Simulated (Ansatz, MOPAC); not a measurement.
**A ladder of methods for C7H8 (toluene)**

The species is C7H8 (15 atoms), meant as a singlet with charge 0. As SMILES, `Cc1ccccc1`. The coordinates come from a PBE0-D4/def2-TZVP relaxation.

Each level gives the atomisation enthalpy at 298 K (kJ/mol). The values are calculated. The thermal term (zero-point and 298 K enthalpy, harmonic and unscaled) is that of MNDO; the spin-orbit lowering of the free atoms at 298 K, 0.1 kJ/mol by their spectra, is taken off.

**The experiment to reproduce.** Active Thermochemical Tables gives the atomisation enthalpy at 298 K of the gas as 6712 kJ/mol.

| level | kind | program | value (kJ/mol) | computed − measured |
| --- | --- | --- | --- | --- |
| HF/6-31G* (spherical functions) | Hartree–Fock | Ansatz | 4945 | -1767 |
| BLYP/6-31G* (spherical functions) | GGA | Ansatz | 6651 | -61 |
| r2SCAN/6-31G* (spherical functions) | meta-GGA | Ansatz | 6726 | +14 |
| BHLYP/6-31G* (spherical functions) | global hybrid | Ansatz | 6476 | -236 |
| PBE0/6-31G* (spherical functions) | global hybrid | Ansatz | 6784 | +72 |
| CAM-B3LYP/6-31G* (spherical functions) | range-separated hybrid | Ansatz | 6716 | +4 |
| wB97M-V/6-31G* (spherical functions) | range-separated hybrid | Ansatz | 6778 | +66 |
| CCSD(T)/6-31G* (spherical functions) | coupled cluster or CI | Ansatz | 6183 | -529 |

Nearest: CAM-B3LYP/6-31G* (spherical functions) (+4 kJ/mol); farthest: HF/6-31G* (spherical functions) (-1767 kJ/mol). Computed less measured by kind, in kJ/mol (of the ab initio rows, those in 6-31G*): Hartree–Fock -1767; GGA -61; meta-GGA +14; global hybrid -236 to +72; range-separated hybrid +4 to +66; coupled cluster or CI -529. Wave-function methods converge slowly with the basis and bind too weakly in sets of this size; that is part of their error here.

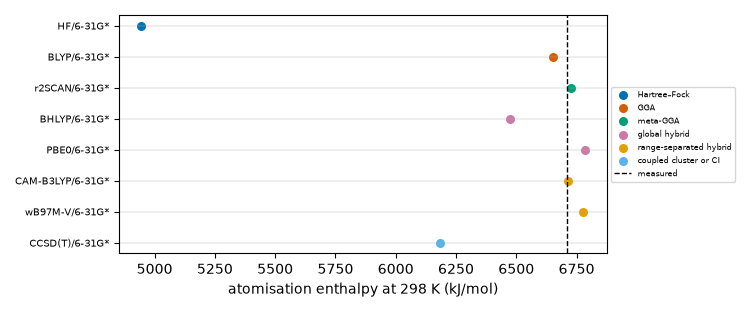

The values of the table, level by level.
